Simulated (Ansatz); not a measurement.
C8H22N2Si (Si(NMeEt)2Me2)

Input

```
crystal:
  periodic: [false, false, false]
  atoms:
    - {symbol: Si, position_ang: [-0.343462, 0.012310, -0.242149]}
    - {symbol: N, position_ang: [-0.283014, 0.070813, 1.516493]}
    - {symbol: C, position_ang: [0.382029, -1.004538, 2.229768]}
    - {symbol: C, position_ang: [-1.146459, 0.913817, 2.330234]}
    - {symbol: C, position_ang: [-2.501900, 0.295112, 2.700992]}
    - {symbol: H, position_ang: [0.970494, -0.610398, 3.092388]}
    - {symbol: H, position_ang: [-0.312054, -1.781127, 2.636351]}
    - {symbol: H, position_ang: [1.095252, -1.515349, 1.550555]}
    - {symbol: H, position_ang: [-0.599640, 1.182255, 3.266379]}
    - {symbol: H, position_ang: [-1.319086, 1.874004, 1.800301]}
    - {symbol: H, position_ang: [-3.084929, 0.970459, 3.361426]}
    - {symbol: H, position_ang: [-3.109896, 0.098762, 1.793089]}
    - {symbol: H, position_ang: [-2.378520, -0.668819, 3.236104]}
    - {symbol: N, position_ang: [1.325886, -0.144450, -0.780271]}
    - {symbol: C, position_ang: [2.304188, 0.824190, -0.319676]}
    - {symbol: C, position_ang: [1.734147, -0.938271, -1.930330]}
    - {symbol: C, position_ang: [1.687754, -0.205706, -3.279415]}
    - {symbol: H, position_ang: [3.279179, 0.331346, -0.090418]}
    - {symbol: H, position_ang: [2.516668, 1.642839, -1.051164]}
    - {symbol: H, position_ang: [1.944917, 1.297314, 0.617476]}
    - {symbol: H, position_ang: [2.772036, -1.311487, -1.753602]}
    - {symbol: H, position_ang: [1.096996, -1.845635, -1.988469]}
    - {symbol: H, position_ang: [2.057797, -0.853638, -4.101541]}
    - {symbol: H, position_ang: [0.650437, 0.101601, -3.528758]}
    - {symbol: H, position_ang: [2.314397, 0.709729, -3.269325]}
    - {symbol: C, position_ang: [-1.179095, 1.602548, -0.834365]}
    - {symbol: H, position_ang: [-2.233009, 1.687709, -0.498134]}
    - {symbol: H, position_ang: [-1.179837, 1.615076, -1.943979]}
    - {symbol: H, position_ang: [-0.634513, 2.506464, -0.492148]}
    - {symbol: C, position_ang: [-1.294654, -1.479628, -0.910682]}
    - {symbol: H, position_ang: [-2.336334, -1.439464, -0.530199]}
    - {symbol: H, position_ang: [-0.851851, -2.437375, -0.567886]}
    - {symbol: H, position_ang: [-1.343933, -1.500482, -2.019021]}
basis:
  gaussian: {orbitals: def2-TZVP, initial_orbitals: start.molden}
hamiltonian: {xc: pbe0, dispersion: d4}
scf: {omitted_lower_state_checks: [starts]}
output: {orbitals: {seedname: orbitals}}
```

Launched as:

```sh
ansatz run in.yaml --threads 4 --pin off --events-out ev --progress --plain --max-ram 6963MiB
```

Geometry: PBE-D4/def2-SVP.

Method: RKS PBE0-D4/def2-TZVP (Ansatz).

Q: What will maps of the electron density and electron localisation function show?

A: Si–N (1.76 Å): ρ is about 1.1 e/Å³ halfway; the ELF peaks at about 0.90 between the atoms: a shared but strongly polarised pair.
C–H (1.11 Å): the density is about 1.9 e/Å³ at the midpoint; the ELF climbs to about 1 towards the hydrogen, as it does in any bond to H; a covalent bond by its length.

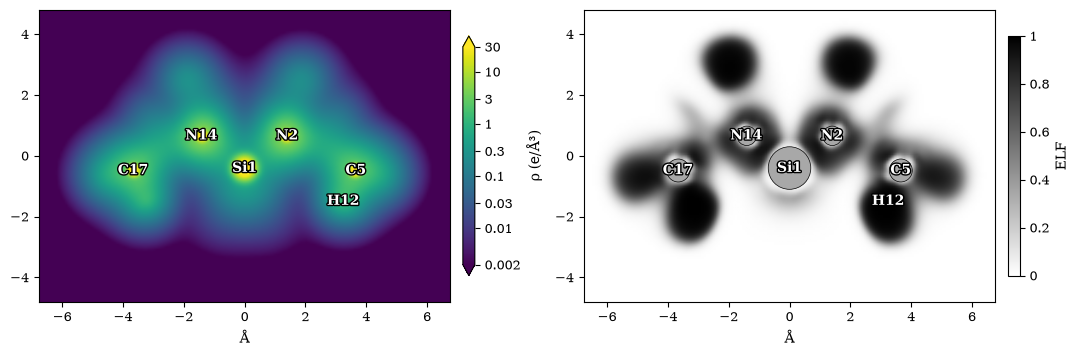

Computed electron density and electron localisation function on the plane of atoms N2, Si1 and N14, in this order. Grey discs cover the atomic cores in the ELF map. 
